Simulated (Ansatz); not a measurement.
A series of calculations on ZnNH3S3

Part 1: Relaxation

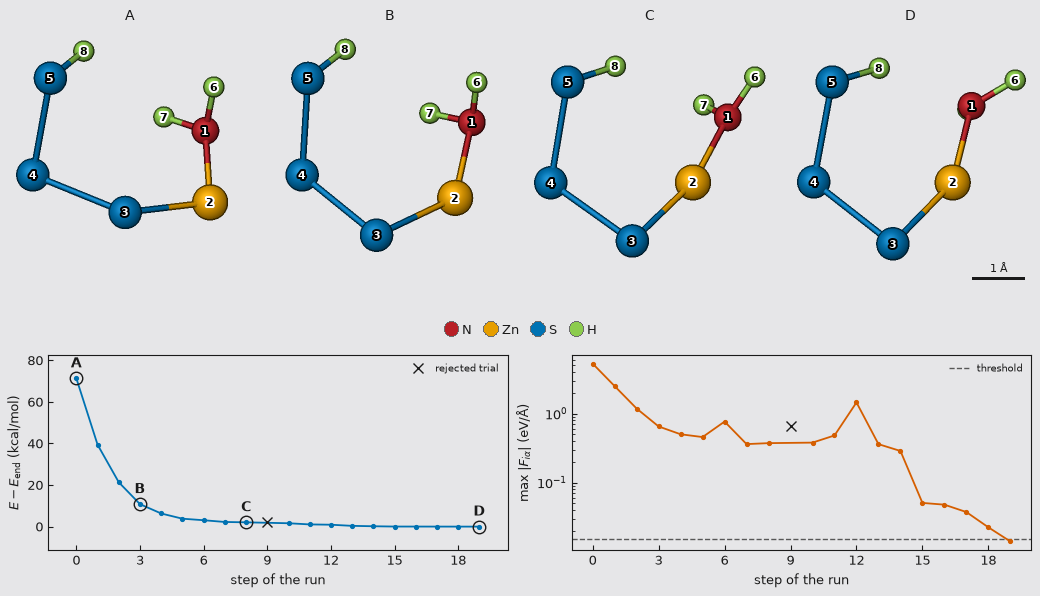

Frames of a relaxation of ZnNH$_{3}$S$_{3}$, marked on the history of the run. Style: ball-and-stick. Shown at a tilt.

The run prepares an end point of a later path (torsion) calculation, from a guessed geometry.

Theory: RKS PBE0-D4/def2-SVP (Ansatz). (no spin polarisation; force threshold 0.015 eV/Å; at most 40 steps)

Question: Describe the path.

Answer: After 18 accepted moves (19 points after the start) the energy has fallen by 71.3 kcal/mol. The largest force component goes from 5.3 to 0.014 eV/Å. The line search rejected the trial step at point 9 of the run. The atom that moves furthest after the best rigid fit is Zn2 (0.84 Å). Largest moves by element: Zn 0.84 Å, S 0.78 Å, H 0.60 Å, N 0.56 Å. Some distances before and after: Zn2–S5 4.229 → 3.282 Å, Zn2–S3 2.015 → 2.183 Å, N1–Zn2 1.690 → 1.833 Å, S4–S5 2.185 → 2.072 Å. Among the angles between lasting bonds that change: N1–Zn2–S3 110.1° → 154.5°, Zn2–S3–S4 120.3° → 80.2°, S3–S4–S5 90.9° → 107.5°. Groups turn about S3–S4 by about 25°. The run took 60 s on 2 threads of Intel(R) Xeon(R) Platinum 8488C (Sapphire Rapids), on a shared host, peak memory 0.33 GiB. From step 0 to 3: S3 moves most (0.58 Å), energy −60.5 kcal/mol. From step 3 to 8: Zn2 moves most (0.54 Å), energy −8.73 kcal/mol. From step 8 to 19: N1 moves most (0.41 Å), energy −2.07 kcal/mol.

```csv
step,"E − E(0), kcal/mol","largest force component, eV/Å",note
0,0.00,5.3055,
1,-31.90,2.5018,
2,-49.97,1.1843,
3,-60.50,0.6506,
4,-64.98,0.5014,
5,-67.48,0.4567,
6,-68.22,0.7659,
7,-69.06,0.3610,
8,-69.23,0.3728,
9,-68.89,0.6519,rejected
10,-69.67,0.3794,
11,-70.24,0.4818,
12,-70.38,1.4523,
13,-70.93,0.3604,
14,-71.12,0.2870,
15,-71.26,0.0506,
16,-71.27,0.0477,
17,-71.28,0.0373,
18,-71.29,0.0224,
19,-71.30,0.0140,
```

Part 2: Relaxation

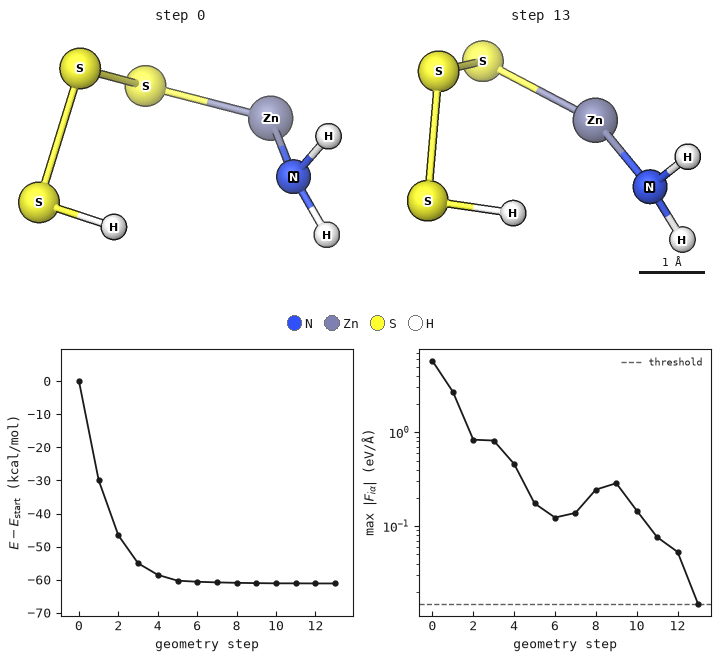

First and last geometry of a relaxation of ZnNH₃S₃, with the history of the run. Style: ball-and-stick. Shown from a free direction.

The run prepares an end point of a later path (torsion) calculation, from a guessed geometry.

Theory: RKS PBE0-D4/def2-SVP (Ansatz 0.2.0).

The input:
```yaml
crystal:
  periodic: [false, false, false]
  atoms:
    - { symbol: "N", position_ang: [0.6226, 1.5773, -0.0552] }
    - { symbol: Zn, position_ang: [1.6206, 0.691, 0.9819] }
    - { symbol: S, position_ang: [2.98423, 1.90457, 1.83516] }
    - { symbol: S, position_ang: [2.53576, 3.89449, 2.19086] }
    - { symbol: S, position_ang: [3.38301, 4.46686, 0.25945] }
    - { symbol: H, position_ang: [-0.345, 1.706, 0.4234] }
    - { symbol: H, position_ang: [0.3967, 1.314, -1.0392] }
    - { symbol: H, position_ang: [2.11901, 4.28898, -0.37168] }
basis:
  gaussian: { orbitals: def2-SVP }
hamiltonian:
  xc: pbe0
  dispersion: d4
relax:
  f_tol: 0.015
  max_steps: 40
output:
  orbitals: {}
```

Launched with:
```bash
ansatz run input.yaml --threads 2 --pin off --max-ram 3072MiB --backend cpu --events-out ev --progress --plain --runs-dir out
```

What do the curves and the structures tell?

It converged. The atom that moves furthest after the best rigid fit is S3 (0.73 Å). Largest moves by element: S 0.73 Å, H 0.70 Å, Zn 0.68 Å, N 0.31 Å. Among the contacts that change: Zn2–S5 4.229 → 3.282 Å, Zn2–S3 2.015 → 2.183 Å, N1–Zn2 1.690 → 1.833 Å, S4–S5 2.185 → 2.072 Å. Bond angles that change, for instance: N1–Zn2–S3 110.1° → 154.1°, Zn2–S3–S4 120.3° → 80.3°, S3–S4–S5 90.9° → 107.5°. Groups turn about S3–S4 by about 25°. Over 13 geometry steps the energy falls by 61.1 kcal/mol. Largest force component: 5.8 eV/Å at the start, 0.015 eV/Å at the end. Cost: 43 s on 2 threads of Intel(R) Xeon(R) Platinum 8488C (Sapphire Rapids), on a shared host, peak memory 0.33 GiB.

```tsv
step	E − E(0), kcal/mol	largest force component, eV/Å
0	0.00	5.7567
1	-29.94	2.7010
2	-46.60	0.8335
3	-55.03	0.8162
4	-58.53	0.4594
5	-60.28	0.1747
6	-60.61	0.1236
7	-60.80	0.1383
8	-60.93	0.2449
9	-61.03	0.2866
10	-61.09	0.1467
11	-61.09	0.0764
12	-61.12	0.0532
13	-61.13	0.0149
```

Part 3: Path

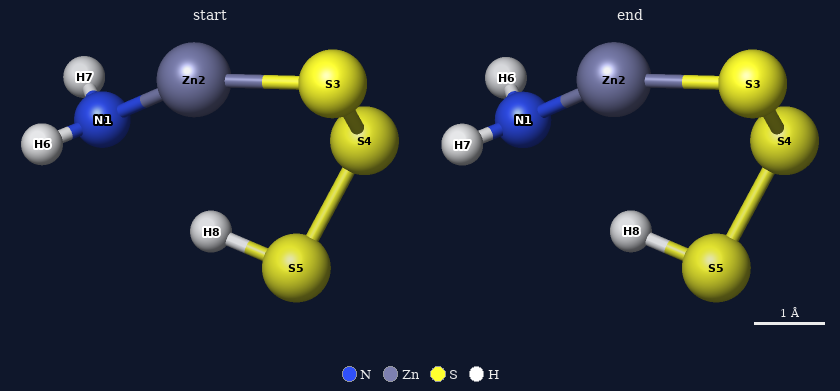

The two relaxed end points of a path for ZnNH₃S₃. Style: ball-and-stick. Shown from a free direction.

All numbers below come from RKS PBE0-D4/def2-SVP (Ansatz 0.2.0).

Run with 7 movable images; climbing image; force threshold 0.03 eV/Å; iteration limit 60.

Start:
```xyz
8

N     0.0944    1.4946   -0.2250
Zn    1.0557    0.1827    0.6215
S     1.4353   -1.8590    1.2937
S     0.2764   -2.2621   -0.4563
S    -1.6370   -1.5424   -0.1165
H    -0.2604    2.2632    0.3402
H     0.4842    1.9001   -1.0735
H    -1.3564   -0.2341   -0.4397
```

End:
```xyz
8

N     0.0943    1.4897   -0.2220
Zn    1.0593    0.1840    0.6281
S     1.4342   -1.8609    1.2939
S     0.2762   -2.2574   -0.4586
S    -1.6357   -1.5347   -0.1185
H     0.4770    1.8823   -1.0799
H    -0.2629    2.2642    0.3334
H    -1.3501   -0.2241   -0.4320
```

**What barrier does the band find between them, and by what path?**

The two ends have the same energy, and the highest point, image 4, lies 2.35 kcal/mol above the start. The motion is an in-plane inversion: the angle N1–Zn2–S3 opens from 155° to 176° on the way and closes on the other side (154° at the end). No bond forms or breaks between the ends. Bond angles that change up to the highest image, for instance: N1–Zn2–S3 154.5° → 174.2°, Zn2–S3–S4 80.2° → 89.1°. The band converged in 17 iterations. The largest component of the band force went from 70 to 0.022 eV/Å. The climbing image converged on the top of the path. Its vibrational analysis gives one imaginary mode (88i cm⁻¹), as a transition state must have.

Energies of the converged images:

```
image  path (Å)  E (kcal/mol)
    0      0.00          0.00
    1      0.82          0.67
    2      1.63          1.38
    3      2.45          2.14
    4      3.26          2.35
    5      4.08          2.05
    6      4.91          1.45
    7      5.73          0.66
    8      6.55          0.00
```

The geometry at the top of the path:

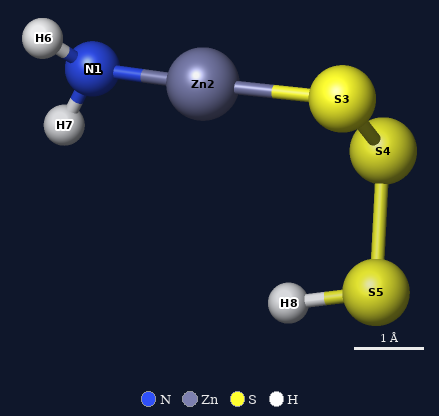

Cost: 5.7 min on 2 threads of Intel(R) Xeon(R) Platinum 8488C (Sapphire Rapids), on a shared host, peak memory 0.33 GiB.
